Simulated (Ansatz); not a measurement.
# Si4H10: a line through the functionals

Si4H10 has 14 atoms, charge 0, and is taken as a singlet. SMILES: `[SiH3][SiH]([SiH3])[SiH3]`. The coordinates come from a PBE0-D4/def2-TZVP relaxation.

The vertical energy of the triplet above the singlet y, in eV, basis 6-31G(d); a is the functional's share of exact exchange. Programs: Ansatz 0.2.0.

| functional | program | a | y (eV) |
| --- | --- | --- | --- |
| BLYP | Ansatz | 0 | 5.87 |
| revPBE | Ansatz | 0 | 5.84 |
| B3LYP | Ansatz | 0.2 | ? |
| PBE0 | Ansatz | 0.25 | 6.14 |
| BHLYP | Ansatz | 0.5 | 6.47 |

Q: Fit y = c + s·a to the known rows and predict B3LYP.

A: 
1. Means of the 4 rows: a = 0.1875, y = 6.080.
2. Σ(Δa)² = 0.17188, Σ(Δa·Δy) = 0.21, so the slope is 0.21/0.17188 = 1.2218.
3. Intercept: 6.080 − (1.2218) × 0.1875 = 5.851. The largest residual of the fit is 0.019.
4. B3LYP: 5.851 + (1.2218) × 0.2 = 6.10 eV.

The run gave 6.14 eV, so the prediction is off by -0.04 eV, more than the largest residual.

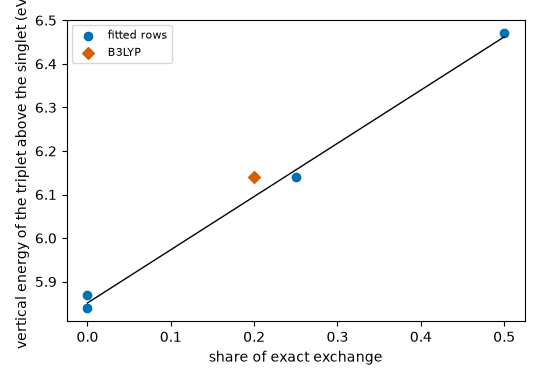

The fitted line, with the withheld row.
